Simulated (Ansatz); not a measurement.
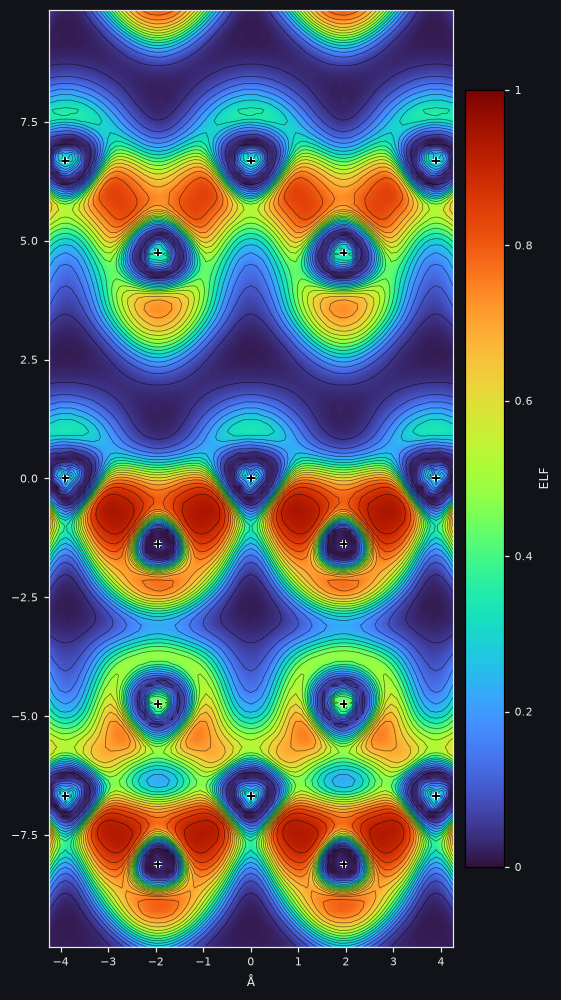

The ELF on a plane through atoms (crosses mark nuclei in the plane).

Level of theory: Ansatz 0.2.0, DFT PBE, scalar-relativistic, plane waves, PAW.

Candidates:
A. Ga₃B₂As, a = 3.07 Å, b = 3.07 Å, c = 10.89 Å, α = 90.00°, β = 90.00°, γ = 120.00°. Space group P3m1; a generated structure, not necessarily the stable one.
B. TaAl₅B, a = 3.64 Å, b = 37.20 Å, c = 3.05 Å, α = 90.00°, β = 90.00°, γ = 90.00°. Space group Cmcm; a generated structure, not necessarily the stable one.
C. Al₅P₂, a = 3.90 Å, b = 3.90 Å, c = 19.00 Å, α = 90.00°, β = 90.00°, γ = 90.00°. Space group I-4m2; a generated structure, not necessarily the stable one; computed without spin polarisation.

Question: Which candidate gave the map?

Answer: Candidate C: Al₅P₂ on the (010) plane of the conventional cell, which holds Al and P. Al–P (2.39 Å): the ELF peaks at about 0.95 between the atoms.
